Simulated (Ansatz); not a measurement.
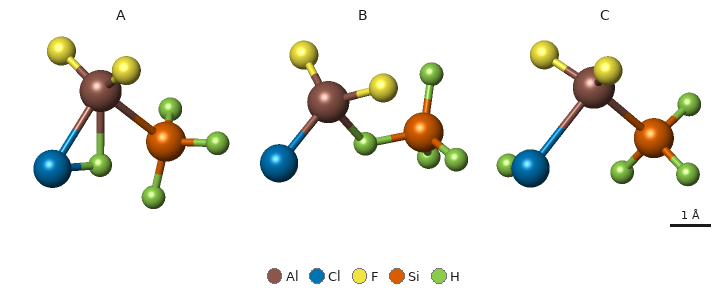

3 geometries from a converged minimum-energy path of AlSiH₄ClF₂, shuffled. The picture is a ball-and-stick view, seen at a tilt.

Computed with Ansatz, RKS PBE/def2-SVP. Run with 9 movable images; climbing image; force threshold 0.05 eV/Å; iteration limit 60; starting path through a guess of the saddle point.

### Which of them lies highest in energy?

A. In order along the path, whose images run from 0 to 10: B (image 0, 0.0 kJ/mol), A (image 4, +154.0 kJ/mol), C (image 8, +120.1 kJ/mol). Breaking: H–Si (1.54 → 4.06 Å). Forming: Al–Si (3.03 → 2.43 Å), Cl–H (2.99 → 1.35 Å).

The run took 2.7 min on 2 threads of Intel(R) Xeon(R) 6975P-C (Granite Rapids), with other jobs on the host, peak memory 0.16 GiB.
